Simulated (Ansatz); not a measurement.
Calculation: PBE (plane waves to 420 eV, PAW; Ansatz, a program for electronic structure).

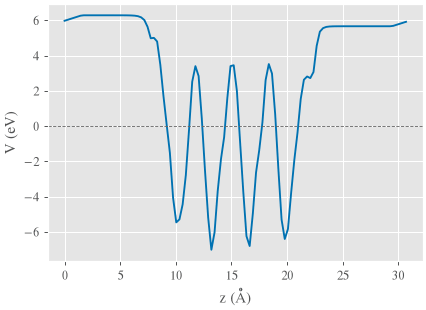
Figure: Plane-averaged electrostatic potential energy along the normal, in eV from the highest filled level, for the (111)B surface of zinc-blende ZnSe, Se-terminated, 2x2 with 2 OH on 4 top atoms (bottom of the slab: 2 H on 4 bottom sites)

Model: 38-atom slab, 14.8 Å thick at the start with caps and adatoms, 3x3x1 mesh, Fermi-Dirac 0.025 eV, dipole correction, 8 atoms held, the rest relaxed; no symmetry held; no spin, no spin-orbit, no U. It is one candidate, not shown to be the stable structure of the face.

The vacuum level lies 5.66 eV above the highest filled level over the top face and 6.29 eV above it under the bottom face.
